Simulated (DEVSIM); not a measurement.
Structure: Si p-i-n diode, at 400 K.

```
layer (left to right)  material  thickness (μm)  Nd (cm⁻³)  Na (cm⁻³)  τn (s)  τp (s)
---------------------  --------  --------------  ---------  ---------  ------  ------
1                            Si           0.360          -     1.6e19  1.7e-7  5.8e-6
2                            Si           0.590     7.3e13          -  5.8e-6  5.8e-6
3                            Si           0.930     1.9e18          -  5.8e-6  5.8e-6
```

Left contact: ohmic. Right contact: ohmic. Voltage is applied to the left contact. Recombination: SRH at mid-gap. Mobility is μmin + (μ − μmin)/(1 + (N/Nref)^α).

This is a model device: material constants are rounded textbook-type values typed into the input, and sizes, dopings and lifetimes were drawn at random. Values at 300 K; Nc and Nv go as T^1.5, mobilities as T to minus their exponent, the gap by Varshni's rule with the affinity fixed.

```tsv
parameter	Si
gap (eV)	1.124
affinity (eV)	4.05
permittivity	11.7
Nc (cm⁻³)	2.86e19
Nv (cm⁻³)	3.1e19
μn (cm²/Vs)	1417
μp (cm²/Vs)	470
μn,min	52
μp,min	45
Nref,n	9.7e16
Nref,p	2.2e17
αn	0.68
αp	0.72
T exponent of μn	2.3
T exponent of μp	2.2
Varshni α (eV/K)	0.000473
Varshni β (K)	636
```

DEVSIM, 1D drift-diffusion, Boltzmann statistics, complete ionisation; no tunnelling, impact ionisation, image-force lowering or self-heating.

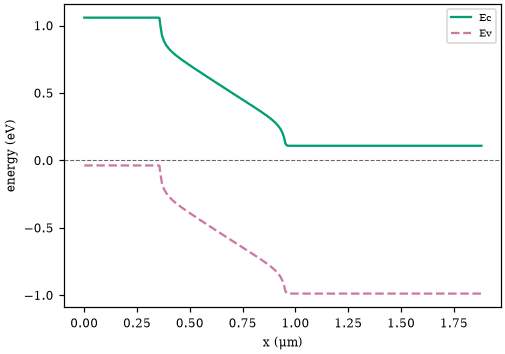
*Band edges at zero bias*

Energies count from the Fermi level of the right contact; mesh points crowd at the junctions.

```json
[
 {"x (μm)": "0.000", "Ec (eV)": "1.059", "Ev (eV)": "-0.038", "n (cm⁻³)": "2000000", "p (cm⁻³)": "1.6e19", "field (V/cm)": "≈ 0"},
 {"x (μm)": "0.02470", "Ec (eV)": "1.059", "Ev (eV)": "-0.038", "n (cm⁻³)": "2000000", "p (cm⁻³)": "1.6e19", "field (V/cm)": "≈ 0"},
 {"x (μm)": "0.06784", "Ec (eV)": "1.059", "Ev (eV)": "-0.038", "n (cm⁻³)": "2000000", "p (cm⁻³)": "1.6e19", "field (V/cm)": "≈ 0"},
 {"x (μm)": "0.1527", "Ec (eV)": "1.059", "Ev (eV)": "-0.038", "n (cm⁻³)": "2000000", "p (cm⁻³)": "1.6e19", "field (V/cm)": "≈ 0"},
 {"x (μm)": "0.2777", "Ec (eV)": "1.059", "Ev (eV)": "-0.038", "n (cm⁻³)": "2000000", "p (cm⁻³)": "1.6e19", "field (V/cm)": "≈ 0"},
 {"x (μm)": "0.3294", "Ec (eV)": "1.059", "Ev (eV)": "-0.038", "n (cm⁻³)": "2000000", "p (cm⁻³)": "1.6e19", "field (V/cm)": "≈ 0"},
 {"x (μm)": "0.3558", "Ec (eV)": "1.057", "Ev (eV)": "-0.039", "n (cm⁻³)": "2100000", "p (cm⁻³)": "1.5e19", "field (V/cm)": "-16000"},
 {"x (μm)": "0.3872", "Ec (eV)": "0.856", "Ev (eV)": "-0.240", "n (cm⁻³)": "7.2e8", "p (cm⁻³)": "4.5e16", "field (V/cm)": "-24000"},
 {"x (μm)": "0.4347", "Ec (eV)": "0.779", "Ev (eV)": "-0.318", "n (cm⁻³)": "6.8e9", "p (cm⁻³)": "4.7e15", "field (V/cm)": "-13000"},
 {"x (μm)": "0.5316", "Ec (eV)": "0.672", "Ev (eV)": "-0.425", "n (cm⁻³)": "1.5e11", "p (cm⁻³)": "2.1e14", "field (V/cm)": "-10000"},
 {"x (μm)": "0.6997", "Ec (eV)": "0.501", "Ev (eV)": "-0.596", "n (cm⁻³)": "2.2e13", "p (cm⁻³)": "1.5e12", "field (V/cm)": "-10000"},
 {"x (μm)": "0.8636", "Ec (eV)": "0.332", "Ev (eV)": "-0.764", "n (cm⁻³)": "2.9e15", "p (cm⁻³)": "1.1e10", "field (V/cm)": "-11000"},
 {"x (μm)": "0.9166", "Ec (eV)": "0.259", "Ev (eV)": "-0.837", "n (cm⁻³)": "2.4e16", "p (cm⁻³)": "1.4e9", "field (V/cm)": "-19000"},
 {"x (μm)": "0.9458", "Ec (eV)": "0.169", "Ev (eV)": "-0.927", "n (cm⁻³)": "3.2e17", "p (cm⁻³)": "1.0e8", "field (V/cm)": "-60000"},
 {"x (μm)": "0.9775", "Ec (eV)": "0.108", "Ev (eV)": "-0.988", "n (cm⁻³)": "1.9e18", "p (cm⁻³)": "1.7e7", "field (V/cm)": "-37"},
 {"x (μm)": "1.031", "Ec (eV)": "0.108", "Ev (eV)": "-0.988", "n (cm⁻³)": "1.9e18", "p (cm⁻³)": "1.7e7", "field (V/cm)": "≈ 0"},
 {"x (μm)": "1.129", "Ec (eV)": "0.108", "Ev (eV)": "-0.988", "n (cm⁻³)": "1.9e18", "p (cm⁻³)": "1.7e7", "field (V/cm)": "≈ 0"},
 {"x (μm)": "1.335", "Ec (eV)": "0.108", "Ev (eV)": "-0.988", "n (cm⁻³)": "1.9e18", "p (cm⁻³)": "1.7e7", "field (V/cm)": "≈ 0"},
 {"x (μm)": "1.661", "Ec (eV)": "0.108", "Ev (eV)": "-0.988", "n (cm⁻³)": "1.9e18", "p (cm⁻³)": "1.7e7", "field (V/cm)": "≈ 0"},
 {"x (μm)": "1.784", "Ec (eV)": "0.108", "Ev (eV)": "-0.988", "n (cm⁻³)": "1.9e18", "p (cm⁻³)": "1.7e7", "field (V/cm)": "≈ 0"},
 {"x (μm)": "1.845", "Ec (eV)": "0.108", "Ev (eV)": "-0.988", "n (cm⁻³)": "1.9e18", "p (cm⁻³)": "1.7e7", "field (V/cm)": "≈ 0"},
 {"x (μm)": "1.880", "Ec (eV)": "0.108", "Ev (eV)": "-0.988", "n (cm⁻³)": "1.9e18", "p (cm⁻³)": "1.7e7", "field (V/cm)": "≈ 0"}
]
```
